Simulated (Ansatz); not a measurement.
**C2H5GeO (SMILES [OH][Ge]1[CH2][CH2]1) (doublet): density, localisation and related maps**

The calculation's input:

```
crystal:
  periodic: [false, false, false]
  atoms:
    - symbol: C
      position_ang: [0.117711, 0.754297, 0.056305]
    - symbol: C
      position_ang: [0.346083, 1.567607, -1.078942]
    - symbol: Ge
      position_ang: [1.900032, -0.181227, -1.137743]
    - symbol: O
      position_ang: [0.674280, -1.193792, -2.109670]
    - symbol: H
      position_ang: [1.135905, -1.936456, -2.548515]
    - symbol: H
      position_ang: [0.498102, 1.044257, 1.047418]
    - symbol: H
      position_ang: [-0.625457, -0.054807, 0.020055]
    - symbol: H
      position_ang: [0.909388, 2.509498, -0.997640]
    - symbol: H
      position_ang: [-0.217809, 1.397620, -2.007056]
basis:
  gaussian: {orbitals: def2-TZVPD}
magnetization: {spin_polarized: true, initial_magnetization: 1}
hamiltonian: {xc: pbe0}
output: {forces: true, orbitals: {seedname: orbitals}}
```

Run with:

```sh
ansatz run input.yaml --threads 2 --pin off --max-ram 4350MiB --events-out events.jsonl --progress --plain --runs-dir runs
```

Geometry: BLYP-D3(BJ)/def2-SVP.

Method: isolated molecule in a Gaussian basis; Kohn-Sham density functional theory, functional PBE0 in Ansatz.

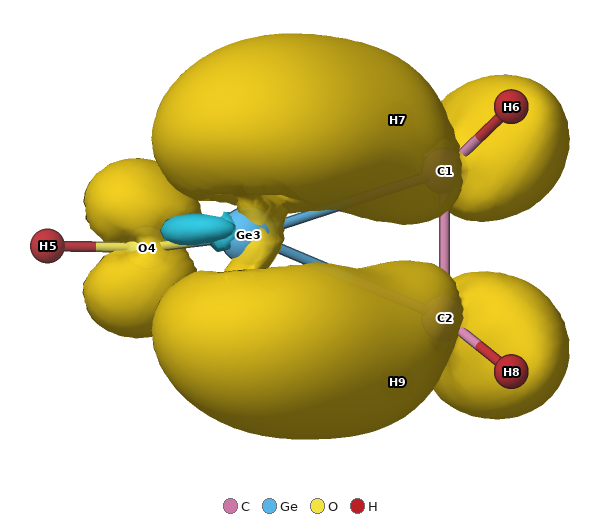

Figure 1. Isosurfaces of the spin density at +0.015 (yellow) and −0.015 e/Å³ (cyan), seen across its widest extent.

Which atoms carry the spin?

Answer. The unpaired spin (1 electron) lies mostly on Ge3 (about 0.5), C1 (about 0.2), C2 (about 0.2) and O4 (about 0.1), in electrons by Hirshfeld's partition.

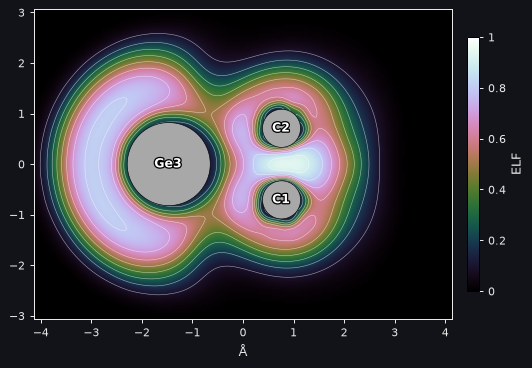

Figure 2. Electron localisation function on the plane of atoms C1, Ge3 and C2. Grey discs cover the atomic cores.

What does the map show?

Answer.
- The section cuts through C and Ge sites.
- C–C (1.42 Å): the ELF peaks at about 0.95 between the atoms (a covalent bond).
- C–Ge (2.34 Å): the ELF peaks at about 0.75 in the valence shell of C, 0.8 Å from its nucleus, and is about 0.50 at the midpoint.

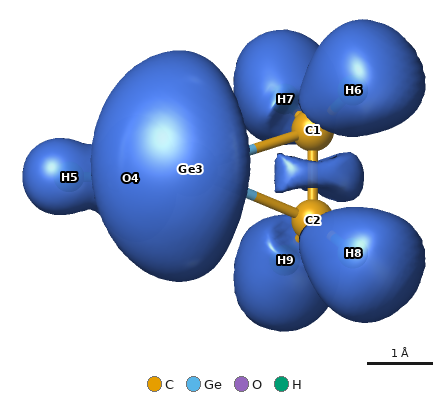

Figure 3. Isosurface of the electron localisation function at 0.75 (blue), seen across its widest extent. Only the valence region is drawn (cores and ρ < 0.01 e/Å³ removed).

Where are the electrons localised?

Answer. The ELF exceeds this value in one region between bonded C–C atoms (shared pairs), four regions around hydrogen nuclei, one lobe on Ge, pointing away from the bonds (non-bonding electrons) and one joined region spread over several atoms (H, O), in which their bonds and any lone pairs are merged. Along the contacts the grid gives the following. Ge–O (1.86 Å): the ELF peaks at about 0.85 in the valence shell of O, 0.6 Å from its nucleus, and is about 0.35 at the midpoint.

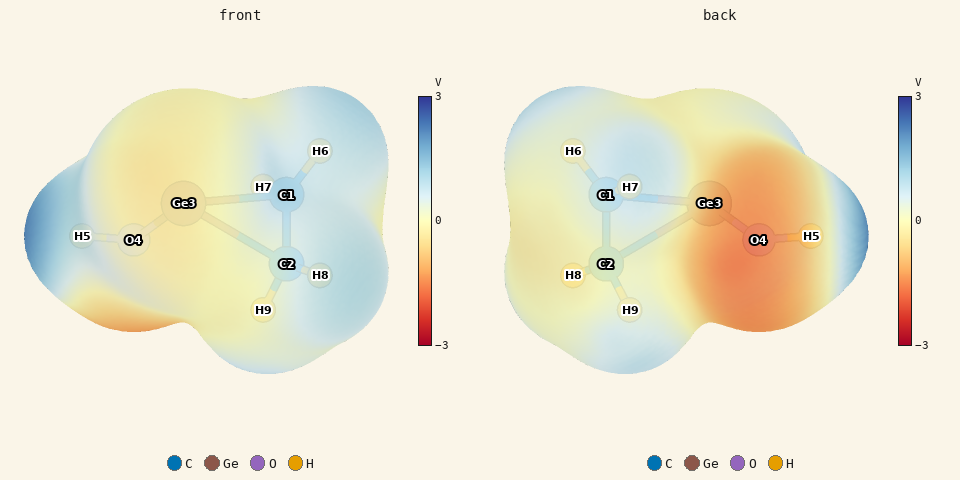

Figure 4. The molecular electrostatic potential painted on the density surface at 0.002 e/bohr³, seen from the front and from behind; the colour scale runs from red (negative) to blue (positive).

Where is the surface potential most negative and most positive?

Answer. The most negative region (about −1.6 V) lies over O4, the most positive (about +2.1 V) over H5. O4 is the likeliest acceptor of a hydrogen bond.
